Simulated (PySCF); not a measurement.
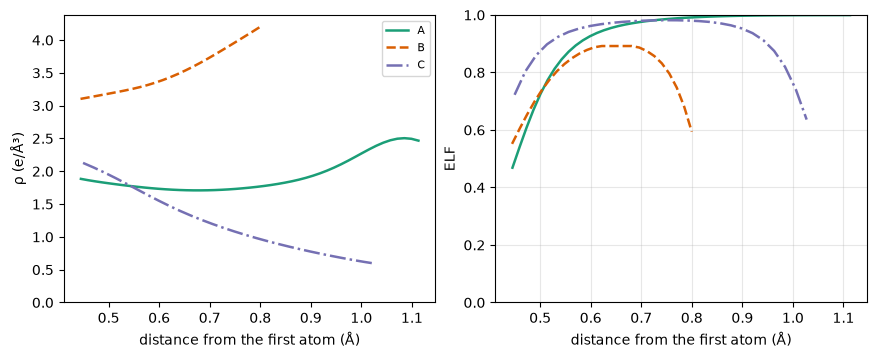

C2H3BeN (charge −1, doublet). Electron density and electron localisation function along straight lines between neighbouring atoms. The curves leave out the atomic cores.

Geometry: PBE-D3(BJ)/ma-def2-SVP.

All numbers below come from DFT single point, gas phase, functional wB97X in PySCF.

Input

```
{"job": {"kind": "sp", "xc": "wB97X", "basis": "ma-def2-SVP", "d3": "d3bj", "grid": 2}, "charge": -1, "multiplicity": 2}
Be     0.020838     0.786532    -0.317492
C     -0.018035    -0.232878     1.085101
H      0.715002     0.078368     1.862561
H      0.163502    -1.315550     0.869138
H     -1.014728    -0.165601     1.582469
C      0.059972     0.512898    -2.007050
N      0.089374     0.363945    -3.182331
```

Command:

```sh
OMP_NUM_THREADS=1 python redox_run.py task.json out
```

Question: Which curve belongs to which contact (C–Be, C–H and C–N)? The first atom named is at distance zero.

Answer: Curve A: C–H (1.11 Å): ρ is about 1.8 e/Å³ halfway; the ELF climbs to about 1 towards the hydrogen, as it does in any bond to H: an ordinary covalent bond to hydrogen. Curve B: C–N (1.19 Å): ρ is about 3.4 e/Å³ halfway; the ELF peaks at about 0.90 between the atoms (a multiple bond). Curve C: C–Be (1.71 Å): the density is about 0.85 e/Å³ at the midpoint; the ELF peaks at about 1 between the atoms (a shared but strongly polarised pair).
